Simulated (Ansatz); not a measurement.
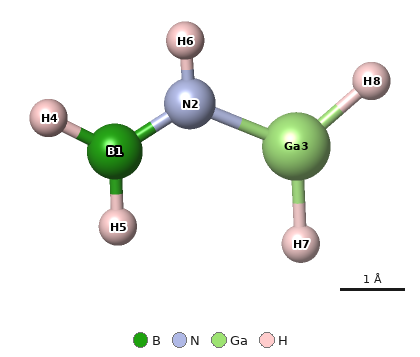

**Figure 1.** The structure as given in the input (ball-and-stick view, seen at a tilt; atoms are numbered from 1 in the order of the input). Sticks mark near contacts.

# Two runs on GaBNH$_{5}$

System: GaBNH$_{5}$.
Method of run A: RKS SPW92 (LDA)/def2-TZVPP (Ansatz 0.2.0).

The geometry comes from this level: PBE0-D4/def2-TZVP. Text and figures count atoms from 1; the logs count them from 0 in places.

### The input, run A
```yaml
crystal:
  periodic: [false, false, false]
  atoms:
    - {symbol: B, position_ang: [-0.727586, 0.942984, -0.767421]}
    - {symbol: N, position_ang: [-0.464140, 0.159657, 0.362012]}
    - {symbol: Ga, position_ang: [0.966816, -1.005474, 0.543301]}
    - {symbol: H, position_ang: [-1.682462, 1.670425, -0.793699]}
    - {symbol: H, position_ang: [0.016813, 0.874285, -1.707052]}
    - {symbol: H, position_ang: [-1.108323, 0.239061, 1.136520]}
    - {symbol: H, position_ang: [1.936623, -1.099283, -0.670539]}
    - {symbol: H, position_ang: [1.062249, -1.781655, 1.896899]}
basis:
  gaussian: {orbitals: def2-TZVPP}
hamiltonian: {xc: lda}
output: {orbitals: {seedname: orbitals}}
```

Hardware: 2 CPU threads, shared host.

### Output (run A)
```
Functional definition: SPW92
  exchange = slater_x
  correlation = pw_c
987 factors; their error is unknown
mean field evaluation 1: about -54511.7510 eV, gradient 8.3e1 eV
mean field evaluation 2: about -54442.8850 eV, gradient 1.7e2 eV
mean field evaluation 4: about -54523.6012 eV, gradient 1.5e1 eV
mean field evaluation 8: about -54523.9256 eV, gradient 6.0e-2 eV
mean field evaluation 16: about -54523.9108 eV, gradient 2.9e-5 eV
mean field -54523.91083058 eV, -2003.7167653897 hartree, gradient 2.9e-5 eV, S^2 0.000000; 0 other end points of the search recorded, 0 dependent functions left out
reference -54523.91087310 eV, -2003.7167669524 hartree; 24, 24 occupied and 156, 156 virtual orbitals, 987 factors
Total energy: -54523.91087310 eV, -2003.7167669524 hartree
```

Run B used a changed input.

### The two runs side by side

| quantity | run A | run B |
| --- | --- | --- |
| outcome | converged | converged |
| total energy (hartree) | −2003.716767 | −2005.958125 |
| HOMO (eV) | −7.08 | −11.71 |
| LUMO (eV) | −2.58 | 1.42 |
| basis functions | 180 | 180 |
| wall time (shared host) | 0.8 s | 29 s |

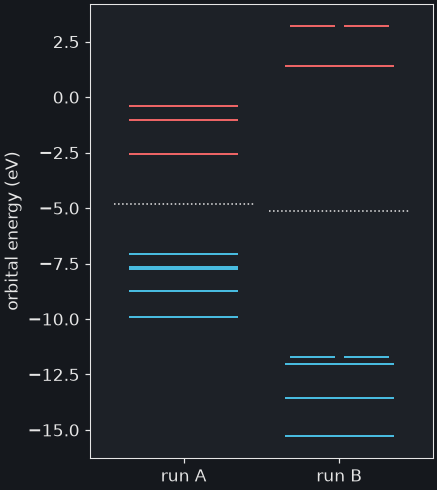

**Figure 2.** The five highest filled and three lowest empty orbital energies of the two runs; the dotted lines part filled from empty levels. The HOMO–LUMO gap is 4.50 eV in run A and 13.13 eV in run B.

What was changed in the input?

The change (lines with − go, lines with + come):
```diff
-hamiltonian: {xc: lda}
+correlation: {method: ccsd_t}
```

The total energies belong to different methods, so their difference says nothing on which is more stable or more accurate. The HOMO goes from −7.08 to −11.71 eV. The LUMO goes from −2.58 to 1.42 eV.

### Output (run B)
```
Functional definition: HF
  exchange = exact_x
  correlation = 0
1079 factors; integrals over basis functions are off by at most 1.1e-3 eV
mean field evaluation 1: about -54565.4124 eV, gradient 3.7e1 eV
mean field evaluation 2: about -54565.4957 eV, gradient 3.7e1 eV
mean field evaluation 4: about -54568.6464 eV, gradient 3.5e0 eV
mean field evaluation 8: about -54568.6920 eV, gradient 2.5e-1 eV
mean field evaluation 16: about -54565.4126 eV, gradient 3.7e1 eV
mean field -54568.69213269 eV, -2005.3624478885 hartree, gradient 1.4e-6 eV, S^2 0.000000; 0 other end points of the search recorded, 0 dependent functions left out
11 core orbitals not correlated: weight in the atoms' cores, before any rotation towards them, 1.000 or more for the frozen orbitals, at most 0.000 for the correlated occupied ones
reference -54568.69213269 eV, -2005.3624478885 hartree; 13, 13 occupied and 156, 156 virtual orbitals, 1079 factors
second order -14.97948309 eV of doubles, -0.00000000 eV of singles
cycle   1  -14.99579821 eV  change   -1.6e-2 eV  update   1.0e-1
cycle   2  -15.52468598 eV  change   -5.3e-1 eV  update   3.1e-2
cycle   3  -15.61826749 eV  change   -9.4e-2 eV  update   1.5e-2
cycle   4  -15.60775436 eV  change    1.1e-2 eV  update   3.7e-3
cycle   5  -15.60784245 eV  change   -8.8e-5 eV  update   1.6e-3
cycle   6  -15.60783309 eV  change    9.4e-6 eV  update   4.5e-4
cycle   7  -15.60766808 eV  change    1.7e-4 eV  update   1.6e-4
cycle   8  -15.60767936 eV  change   -1.1e-5 eV  update   6.2e-5
cycle   9  -15.60769280 eV  change   -1.3e-5 eV  update   2.0e-5
perturbative correction -0.60149722 eV, -0.0221046151 hartree
Total energy: -54584.90132271 eV, -2005.9581246348 hartree
```
